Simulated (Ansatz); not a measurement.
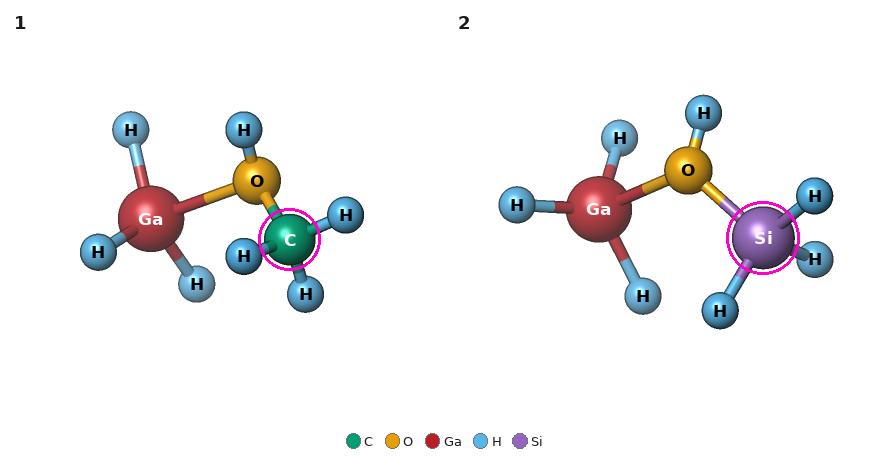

2 molecules with one skeleton, seen from the same side and at one scale; the atom that differs is circled. Charge 0, singlet. Computed geometries: PBE0-D4/def2-TZVP optimisations, one conformation each. Properties computed with Ansatz 0.2.0.

One atom differs, called X below: C in panel 1, Si in panel 2. Their formulas are CH7GaO (`C[OH+][GaH3-]`), GaH7OSi (`[SiH3][OH+][GaH3-]`).

**In which is the dipole moment larger (r2SCAN-D4/def2-TZVPP)?**

In panel 1 (X = C).

**In which is the mean length of X–H larger (PBE0-D4/def2-TZVP)?**

In panel 2 (X = Si).

Give the values. With PBE0-D4/def2-TZVP: mean length of X–H (Å), length of X–O (Å), mean angle O–X–H (°). With r2SCAN-D4/def2-TZVPP: dipole moment (D), HOMO energy (Kohn–Sham orbital) (eV), HOMO–LUMO gap (eV).

| quantity | 1 (C) | 2 (Si) | 2 − 1 |
| --- | --- | --- | --- |
| mean length of X–H (Å) | 1.091 | 1.480 | +0.389 |
| length of X–O (Å) | 1.428 | 1.686 | +0.258 |
| mean angle O–X–H (°) | 109.2 | 107.7 | −1.5 |
| dipole moment (D) | 4.19 | 3.54 | −0.65 |
| HOMO energy (Kohn–Sham orbital) (eV) | −6.71 | −6.85 | −0.14 |
| HOMO–LUMO gap (eV) | 6.03 | 5.46 | −0.57 |
